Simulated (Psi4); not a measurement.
# HfO2 (SMILES [O]=[Hf]=[O]): B3LYP/def2-QZVPD (density fitting, core potential, sweep point 6)

Aim: the energy change on altering one bond length of HfO2 at B3LYP/def2-QZVPD (density fitting, core potential, sweep point 6), from 2 runs. 

The calculation is run with Psi4 1.11.

## Step 1: Starting point

HfO2: 3 atoms, total charge 0, spin state singlet. As SMILES, `[O]=[Hf]=[O]`. Geometry: a GFN2-xTB relaxation, a rough one for these elements and not checked as a minimum.

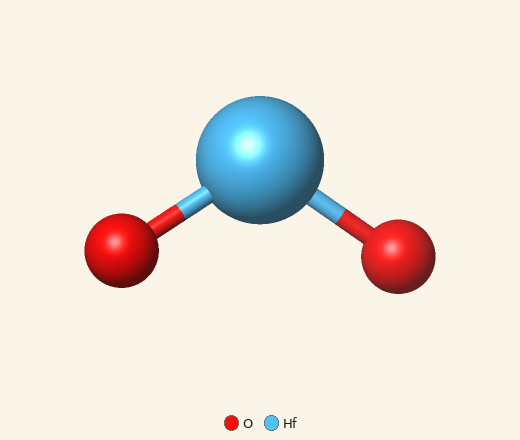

Viewed from a chosen angle; oxygen red, hafnium blue.

## Step 2: A single-point energy at B3LYP/def2-QZVPD (density fitting, core potential, sweep point 6)

job.dat

```
memory 1.6 GB

molecule system {
  O      0.694500     1.285540     0.417580
  Hf     0.334160    -0.459960     0.337050
  O     -1.028660    -0.825580    -0.754630
  units angstrom
  symmetry c1
}

set {
  basis def2-QZVPD
  puream true
  scf_type df
  dft_radial_points 99
  dft_spherical_points 590
}

e, wfn = energy("b3lyp", return_wfn=True)
```

On the command line:

```console
psi4 job.dat job.out -n 1
```

job.out, shortened:

```text
[...]
    !!!  WARNING: ECP capability is in beta. Please check occupations closely.  !!!
[...]
  Running in c1 symmetry.
[...]
  Nuclear repulsion =   68.366085888964861
[...]
  Multiplicity = 1
[...]
  Nalpha       = 14
  Nbeta        = 14
[...]
    Number of basis functions: 207
[...]
   @DF-RKS iter   1:  -197.59909527545904   -2.63290e-01   7.62861e-03 DIIS/ADIIS
[...]
   @DF-RKS iter  11:  -198.58054541495184   -4.24060e-08   3.04505e-07 DIIS
[...]
    Orbital Energies [Eh]
    ---------------------
    Doubly Occupied:
       1A    -19.065346     2A    -19.065334     3A     -2.462799
       4A     -1.325610     5A     -1.320338     6A     -1.318281
       7A     -0.836317     8A     -0.813445     9A     -0.319165
      10A     -0.305834    11A     -0.302640    12A     -0.284186
      13A     -0.278879    14A     -0.243478
[...]
  @DF-RKS Final Energy:  -198.58054541495184
   => Energetics <=
    Nuclear Repulsion Energy =             68.3660858889648608
    One-Electron Energy =                -424.5376464800623353
    Two-Electron Energy =                 176.4165970620803421
    DFT Exchange-Correlation Energy =     -18.8255818859346853
    Empirical Dispersion Energy =           0.0000000000000000
    VV10 Nonlocal Energy =                  0.0000000000000000
    Total Energy =                       -198.5805454149518425
[...]
 Multipole Moments:
 ------------------------------------------------------------------------------------
     Multipole            Electronic (a.u.)      Nuclear  (a.u.)        Total (a.u.)
 ------------------------------------------------------------------------------------
 L = 1.  Multiply by 2.5417464519 to convert [e a0] to [Debye]
 Dipole X            :         17.9675809          -15.7697935            2.1977874
 Dipole Y            :        -17.5719451           15.4223566           -2.1495884
 Dipole Z            :         -0.0000019            0.0000000           -0.0000019
 Magnitude           :                                                    3.0742478
[...]
```

It took 15 s on 1 thread of Intel Xeon Platinum 8375C at 2.90GHz (Ice Lake), shared host; peak memory 1.1 GiB.

## Step 3: The distorted shape at the same level

hfo2.inp

```
memory 1.6 GB

molecule system {
  0 1
  O      1.375889     1.468344     0.963403
  Hf     1.015549    -0.277156     0.882873
  O     -1.028660    -0.825580    -0.754630
  units angstrom
  symmetry c1
}

set {
  puream               true
  scf_type             df
  dft_radial_points    99
  dft_spherical_points 590
}

e = energy('b3lyp/def2-QZVPD')
```

On the command line:

```console
psi4 hfo2.inp hfo2.out -n 1
```

hfo2.out, shortened:

```text
[...]
    !!!  WARNING: ECP capability is in beta. Please check occupations closely.  !!!
[...]
  Running in c1 symmetry.
[...]
  Nuclear repulsion =   56.510709870225497
[...]
  Multiplicity = 1
[...]
  Nalpha       = 14
  Nbeta        = 14
[...]
    Number of basis functions: 207
[...]
   @DF-RKS iter   1:  -197.19267444434882    1.12023e-01   7.59236e-03 ADIIS/DIIS
[...]
   @DF-RKS iter  27:  -198.41813505679082   -8.47425e-07   1.09977e-07 DIIS
[...]
    Orbital Energies [Eh]
    ---------------------
    Doubly Occupied:
       1A    -19.138546     2A    -19.096978     3A     -2.560032
       4A     -1.408056     5A     -1.407525     6A     -1.393259
       7A     -0.890789     8A     -0.805404     9A     -0.358988
      10A     -0.354768    11A     -0.350701    12A     -0.260353
      13A     -0.232604    14A     -0.229125
[...]
  @DF-RKS Final Energy:  -198.41813505679082
   => Energetics <=
    Nuclear Repulsion Energy =             56.5107098702254973
    One-Electron Energy =                -399.5796215132614293
    Two-Electron Energy =                 163.2228798413355833
    DFT Exchange-Correlation Energy =     -18.5721032550905036
    Empirical Dispersion Energy =           0.0000000000000000
    VV10 Nonlocal Energy =                  0.0000000000000000
    Total Energy =                       -198.4181350567908169
[...]
 Multipole Moments:
 ------------------------------------------------------------------------------------
     Multipole            Electronic (a.u.)      Nuclear  (a.u.)        Total (a.u.)
 ------------------------------------------------------------------------------------
 L = 1.  Multiply by 2.5417464519 to convert [e a0] to [Debye]
 Dipole X            :         28.3755884          -25.4800196            2.8955688
 Dipole Y            :        -14.7268448           13.3792308           -1.3476140
 Dipole Z            :         -0.0000100            0.0000000           -0.0000100
 Magnitude           :                                                    3.1938037
[...]
```

Run time: 27 s. Hardware: 1 thread of Intel Xeon Platinum 8375C at 2.90GHz (Ice Lake), shared host; peak memory 1.1 GiB.

## Step 4: Results

At B3LYP/def2-QZVPD (density fitting, core potential, sweep point 6):

| quantity | value |
| --- | --- |
| first shape: total energy | -198.58055 Eh |
| first shape: dipole moment | 7.81 D |
| first shape: HOMO energy | -6.63 eV |
| first shape: LUMO energy | -3.90 eV |
| first shape: HOMO–LUMO gap | 2.72 eV |
| distorted shape: total energy | -198.41814 Eh |
| distorted shape: dipole moment | 8.12 D |
| distorted shape: HOMO energy | -6.23 eV |
| distorted shape: LUMO energy | -4.91 eV |
| distorted shape: HOMO–LUMO gap | 1.33 eV |
| energy change with the Hf2–O3 bond stretched from 1.784 to 2.676 Å | 4.419 eV |

With the Hf2–O3 bond stretched from 1.784 to 2.676 Å the energy rises by 4.42 eV (426 kJ/mol). The first shape isn't relaxed at this level, so the change isn't measured from a minimum. A restricted reference can't describe the breaking bond well at this length.
